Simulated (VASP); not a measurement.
## Zr (Zirconium): the relaxed cell at several levels

Which functional gives the lattice of Zr (Zirconium) as experiment finds it, and is a dearer one worth its cost? The levels: LDA, PBEsol, PBE, r2SCAN, PBE + D3(BJ), r2SCAN + rVV10, r2SCAN + D4 and rev-vdW-DF2. The start is a cell from a database of measured crystal structures.

Main program and level: VASP 6.6.1; LDA; plane waves and PAW (Zr_sv), in the first sound run; inputs show where later runs differ.

The experiments to compare with:

For Zr, hexagonal close-packed (alpha) (commercial-grade powder, deuterated, multiphase, after 286 C anneal, 300 K), “The preparation of Zr-deuteride and phase stability studies of the Zr-D system” (2017, arxiv:1701.02117) gives, by neutron powder diffraction, Rietveld: lattice constant a (a of alpha-Zr after heat treatment) 3.2349 ± 0.0003 Å [alpha-Zr in a multiphase deuterated commercial-grade powder; may contain dissolved …]; lattice constant c (c of alpha-Zr after heat treatment) 5.1512 ± 0.0001 Å [alpha-Zr in a multiphase deuterated commercial-grade powder; may contain dissolved …].

## (1) The structure

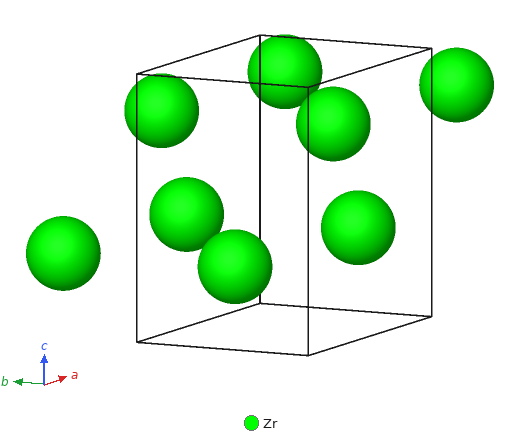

The cell as given, from a free direction (zirconium green). 2×2×1 cells are drawn.

Structure file:

```cif
data_structure
_symmetry_space_group_name_H-M 'P 1'
_symmetry_Int_Tables_number 1
_cell_length_a 3.2320
_cell_length_b 3.2320
_cell_length_c 5.1470
_cell_angle_alpha 90.000
_cell_angle_beta 90.000
_cell_angle_gamma 120.000
_cell_volume 46.56
loop_
_atom_site_label
_atom_site_type_symbol
_atom_site_fract_x
_atom_site_fract_y
_atom_site_fract_z
_atom_site_occupancy
Zr1 Zr 0.33333 0.66667 0.25000 1
Zr2 Zr 0.66667 0.33333 0.75000 1
```

## (2) Relaxation with LDA

Properties are meant for the cell that this level of theory prefers, so cell and atoms are relaxed first (ISIF = 3) until forces and stress are small; EDIFFG sets the threshold. LDA, the lowest rung, knows the local density alone.

INCAR

```
SYSTEM = Zr
PREC = Accurate
ENCUT = 520
EDIFF = 1E-06
NELM = 100
ISMEAR = -1
SIGMA = 0.05
LREAL = .FALSE.
ALGO = Normal
GGA = CA
NBANDS = 18
LORBIT = 11
LWAVE = .FALSE.
LCHARG = .FALSE.
KPAR = 2
IBRION = 2
NSW = 60
ISIF = 3
EDIFFG = -0.01
```

POSCAR

```
Zr
1.0
    3.2320000000      0.0000000000      0.0000000000
   -1.6160000000      2.7989941050      0.0000000000
    0.0000000000      0.0000000000      5.1470000000
Zr
2
Direct
    0.3333333333      0.6666666667      0.2500000000
    0.6666666667      0.3333333333      0.7500000000
```

KPOINTS

```
Automatic mesh
0
Gamma
8 8 5
0 0 0
```

PAW data sets: Zr_sv (PBE family, release 64).

The run is started by

```
> mpirun -np 2 vasp_std
```

The program printed:

```text
[banner, memory and clock lines left out]
running    2 mpi-ranks, on    1 nodes
 distrk:  each k-point on    1 cores,    2 groups
 distr:  one band on    1 cores,    1 groups

 POSCAR found type information on POSCAR Zr
 POSCAR found :  1 types and       2 ions
|                                                                             |
|               ----> ADVICE to this user running VASP <----                  |
|                                                                             |
|     You enforced a specific xc type in the INCAR file but a different       |
|     [... a line on the potential file left out ...]
|     I HOPE YOU KNOW WHAT YOU ARE DOING!                                     |
|                                                                             |

 LDA part: xc-table for (Slater(with rela. corr.)+CA(PZ))
 , standard interpolation
 POSCAR, INCAR and KPOINTS ok, starting setup
 FFT: planning ... GRIDC
 FFT: planning ... GRID_SOFT
 FFT: planning ... GRID
 WAVECAR not read
 entering main loop
       N       E                     dE             d eps       ncg     rms          rms(c)
DAV:   1     0.205218529442E+03    0.20522E+03   -0.13251E+04  1080   0.132E+03
DAV:   2    -0.394674143262E+01   -0.20917E+03   -0.20565E+03  1284   0.376E+02
DAV:   3    -0.191405428126E+02   -0.15194E+02   -0.14959E+02  1916   0.714E+01
DAV:   4    -0.195011072484E+02   -0.36056E+00   -0.36034E+00  1276   0.118E+01
DAV:   5    -0.195115146309E+02   -0.10407E-01   -0.10402E-01  1678   0.138E+00    0.157E+01
DAV:   6    -0.187623872897E+02    0.74913E+00   -0.11205E+00  1164   0.799E+00    0.612E+00
DAV:   7    -0.186096379890E+02    0.15275E+00   -0.68972E-01  1564   0.533E+00    0.114E+00
DAV:   8    -0.186112244419E+02   -0.15865E-02   -0.35398E-02  1466   0.151E+00    0.291E-01
DAV:   9    -0.186114710161E+02   -0.24657E-03   -0.17109E-03  1402   0.364E-01    0.301E-02
DAV:  10    -0.186114606231E+02    0.10393E-04   -0.57587E-05  1512   0.431E-02    0.264E-02
DAV:  11    -0.186114632311E+02   -0.26080E-05   -0.10317E-05  1206   0.374E-02    0.214E-03
DAV:  12    -0.186114631568E+02    0.74215E-07   -0.35701E-07   676   0.451E-03
   1 F= -.18611463E+02 E0= -.18602486E+02  d E =-.186115E+02
 curvature:   0.00 expect dE= 0.000E+00 dE for cont linesearch  0.000E+00
 trial: gam= 0.00000 g(F)=  0.622E-47 g(S)=  0.202E+00 ort = 0.000E+00 (trialstep = 0.100E+01)
 search vector abs. value=  0.202E+00
 bond charge predicted
       N       E                     dE             d eps       ncg     rms          rms(c)
DAV:   1    -0.218496052863E+02   -0.32381E+01   -0.10337E+02  1280   0.944E+01    0.206E+01
DAV:   2    -0.189506630488E+02    0.28989E+01   -0.77956E+00  1112   0.248E+01    0.530E+00
DAV:   3    -0.184645644712E+02    0.48610E+00   -0.32677E+00  1556   0.122E+01    0.380E+00
DAV:   4    -0.185526542910E+02   -0.88090E-01   -0.24798E-01  1552   0.203E+00    0.155E+00
DAV:   5    -0.186113783839E+02   -0.58724E-01   -0.23066E-01  1578   0.244E+00    0.447E-01
DAV:   6    -0.186102201345E+02    0.11582E-02   -0.74268E-03  1396   0.639E-01    0.174E-01
DAV:   7    -0.186103815876E+02   -0.16145E-03   -0.81731E-04  1604   0.259E-01    0.321E-02
DAV:   8    -0.186103677550E+02    0.13833E-04   -0.24288E-05  1154   0.531E-02    0.103E-02
DAV:   9    -0.186103744313E+02   -0.66764E-05   -0.79323E-06  1384   0.205E-02    0.257E-03
DAV:  10    -0.186103744295E+02    0.18358E-08   -0.34940E-07   576   0.435E-03
   2 F= -.18610374E+02 E0= -.18600710E+02  d E =0.108873E-02
[...]
3 F= -.18663922E+02 E0= -.18654670E+02  d E =-.524593E-01
[...]
4 F= -.18663922E+02 E0= -.18654655E+02  d E =-.524589E-01
[...]
5 F= -.18665825E+02 E0= -.18656820E+02  d E =-.190300E-02
[...]
6 F= -.18666463E+02 E0= -.18657806E+02  d E =-.254074E-02
 curvature:  -0.92 expect dE=-0.124E-04 dE for cont linesearch -0.262E-05
 ZBRENT: extrapolating
 opt :   1.7931  next Energy=   -18.666465 (dE=-0.254E-02)
 bond charge predicted
       N       E                     dE             d eps       ncg     rms          rms(c)
DAV:   1    -0.186665074932E+02   -0.45293E-04   -0.23649E-03  1080   0.418E-01    0.358E-02
DAV:   2    -0.186664751141E+02    0.32379E-04   -0.73505E-05  1178   0.615E-02    0.162E-02
DAV:   3    -0.186664666927E+02    0.84214E-05   -0.30409E-05  1304   0.362E-02    0.265E-03
DAV:   4    -0.186664667360E+02   -0.43313E-07   -0.41223E-07   630   0.597E-03
   7 F= -.18666467E+02 E0= -.18657837E+02  d E =-.254464E-02
 curvature:  -0.92 expect dE=-0.106E-04 dE for cont linesearch -0.378E-06
 trial: gam=-0.02041 g(F)=  0.449E-47 g(S)=  0.116E-04 ort = 0.344E-04 (trialstep = 0.108E+01)
 search vector abs. value=  0.114E-04
 reached required accuracy - stopping structural energy minimisation
```

Run time: 14 s. Hardware: 2 MPI ranks of Intel Xeon 6975P-C (Granite Rapids), shared host; peak memory 0.29 GiB; 27 s of CPU time.

The logs omit lines about the potential files and the build; timing stands in the text.

OUTCAR, selected parts (step 2):

```text
ion  position               nearest neighbor table
   1  0.333  0.667  0.250-   2 3.18   2 3.18   2 3.18   2 3.18   2 3.18   2 3.18
   2  0.667  0.333  0.750-   1 3.18   1 3.18   1 3.18   1 3.18   1 3.18   1 3.18

  LATTYP: Found a hexagonal cell.
 ALAT       =     3.2320000000
 C/A-ratio  =     1.5925123762

 Subroutine GETGRP returns: Found 24 space group operations
 (whereof 12 operations were pure point group operations)

The static configuration has the point symmetry D_3d.
 The point group associated with its full space group is D_6h.

 Found     30 irreducible k-points:

   k-points           NKPTS =     30   k-points in BZ     NKDIM =     30   number of bands    NBANDS=     18

   dimension x,y,z NGX =    24 NGY =   24 NGZ =   40
   dimension x,y,z NGXF=    48 NGYF=   48 NGZF=   80

   ENCUT  =  520.0 eV  38.22 Ry    6.18 a.u.   6.01  6.01  9.57*2*pi/ulx,y,z

   NELECT =      24.0000    total number of electrons

 k-points in reciprocal lattice and weights: Automatic mesh
   0.00000000  0.00000000  0.00000000       0.003
   0.12500000  0.00000000  0.00000000       0.019
   0.25000000  0.00000000  0.00000000       0.019
   0.37500000  0.00000000  0.00000000       0.019
   0.50000000  0.00000000  0.00000000       0.009
   0.12500000  0.12500000  0.00000000       0.019
   0.25000000  0.12500000  0.00000000       0.038
   0.37500000  0.12500000  0.00000000       0.038
   0.25000000  0.25000000  0.00000000       0.019
[...]
0.25000000  0.25000000  0.40000000       0.038
   0.37500000  0.25000000  0.40000000       0.038

 average (electrostatic) potential at core
       1 -73.4757       2 -73.4757

 E-fermi :   9.4582

 k-point     1 :       0.0000    0.0000    0.0000
  band No.  band energies     occupation
    ...
      6     -16.5438      2.00000
      7     -16.5160      2.00000
      8     -16.5160      2.00000
      9       3.7309      2.00000
     10       6.2435      2.00000
     11      10.2624      0.00000
     12      10.3292      0.00000
     13      10.3292      0.00000
     14      10.7925      0.00000
     15      11.0293      0.00000
    ...

 k-point     2 :       0.1250    0.0000    0.0000
  band No.  band energies     occupation
    ...
      7     -16.5658      2.00000
      8     -16.5357      2.00000
      9       4.2002      2.00000
     10       6.6730      2.00000
     11       9.5122      0.50648
     12       9.9064      0.00026
     13      10.5902      0.00000
     14      10.7763      0.00000
     15      10.9406      0.00000
     16      11.3993      0.00000
    ...

 k-point     3 :       0.2500    0.0000    0.0000
  band No.  band energies     occupation
    ...
      8     -16.5876      2.00000
      9       5.3648      2.00000
     10       7.3163      2.00000
     11       8.4771      2.00000
     12       8.9275      1.99995
     13      10.0469      0.00002
     14      10.7770      0.00000
     15      10.7952      0.00000
     16      11.9687      0.00000
     17      12.0436      0.00000
    ...

  Total        0.0104314      0.0104314      0.0161852      0.0000000      0.0000000      0.0000000
  in kB        0.3823870      0.3823870      0.5933078      0.0000000      0.0000000      0.0000000
  external PRESSURE =       0.4526939 kB  Pullay stress =       0.0000000 kB

  energy-cutoff  :      520.00
  volume of cell :       43.71
      direct lattice vectors                 reciprocal lattice vectors
     3.141056233  0.000000000  0.000000000     0.318364246  0.183807683 -0.000000000
    -1.570528116  2.720234492  0.000000000    -0.000000000  0.367615367 -0.000000000
     0.000000000  0.000000000  5.115256485     0.000000000 -0.000000000  0.195493619

 POSITION                                       TOTAL-FORCE (eV/Angst)
 -----------------------------------------------------------------------------------
     -0.00000      1.81349      1.27881        -0.000000      0.000000      0.000000
      1.57053      0.90674      3.83644         0.000000     -0.000000      0.000000
 -----------------------------------------------------------------------------------
    total drift:                               -0.000000      0.000000     -0.000000

  FREE ENERGIE OF THE ION-ELECTRON SYSTEM (eV)
  ---------------------------------------------------
  free  energy   TOTEN  =       -18.6664667360 eV

  energy  without entropy=      -18.6492075773  energy(sigma->0) =      -18.65783716

 reached required accuracy - stopping structural energy minimisation

 total charge
# of ion       s       p       d       tot
------------------------------------------
    1        2.248   5.953   1.720   9.922
    2        2.248   5.953   1.720   9.922
--------------------------------------------------
tot          4.497  11.906   3.440  19.843

[... 3 further parts left out ...]
```

The k-mesh is coarse for a metal. The PAW data sets were made with PBE, though LDA sets exist; this is a small mismatch. The run keeps the 24 symmetry operations of its start, so it cannot find a distortion of lower symmetry.

Step by step:

```
step  energy less that of the first step (eV)  largest force (eV/Å)  pressure (GPa)  volume (Å³)
   1                                   0.0000                0.0000           -5.73        46.56
   2                                   0.0011                0.0000            7.00        41.17
   3                                  -0.0525                0.0000            0.01        43.80
   4                                  -0.0525                0.0000            0.13        43.74
   5                                  -0.0544                0.0000            0.08        43.73
   6                                  -0.0550                0.0000            0.04        43.71
   7                                  -0.0550                0.0000            0.05        43.71
```

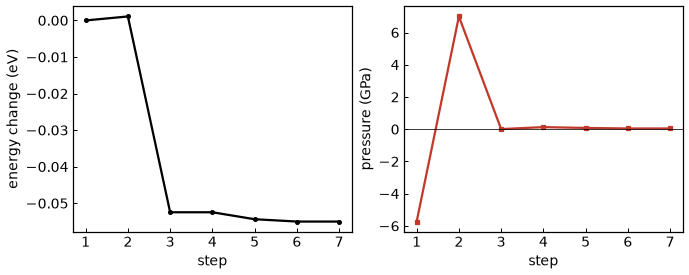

Energy and pressure along the relaxation.

```
conventional cell, symmetrised  before  after  change
                         a (Å)   3.232  3.141  -2.8 %
                         b (Å)   3.232  3.141  -2.8 %
                         c (Å)   5.147  5.115  -0.6 %
              volume (Å³/atom)   23.28  21.85  -6.1 %
```

The relaxed structure:

```xyz
2
Lattice="3.1411 0.0000 0.0000 -1.5705 2.7202 0.0000 0.0000 0.0000 5.1153" Properties=species:S:1:pos:R:3 pbc="T T T"
Zr    0.0000    1.8135    1.2788
Zr    1.5705    0.9067    3.8364
```

Numbers from this step:

```yaml
electrons: 24
bands: 18
irreducible_k_points: 30
symmetry_operations: 24
free_energy_toten: -18.67 eV
energy_at_zero_smearing: -18.66 eV
fermi_energy: 9.458 eV
pressure: 0.04527 GPa
metallic: yes
scf_cycles_over_all_ionic_steps: 51
```

It ends with forces that vanish by symmetry and a pressure of 0.05 GPa. The volume lies -6.1 % from that of the database's start, which holds the thermal and zero-point expansion of its experiment. LDA is known to overbind. The conventional cell has a = 3.141 and c = 5.115 Å.

(Continued in part 2 of 3.)

[Lines on the potential files, build, host, timing and source positions are cut from VASP's logs without a mark.]

[Logs are printed without paths, hosts, clocks, repeated set-up lines and the standing remarks that a program may print on its own settings, such as how far it seeks lower states.]

[Hosts, paths, dates, database ids (printed as entryN), source tags and the programs' standing remarks are cut or masked in the printed files.]

[Measured values are set beside computed ones only where the two were judged alike; some that the calculation misses by far are left out.]
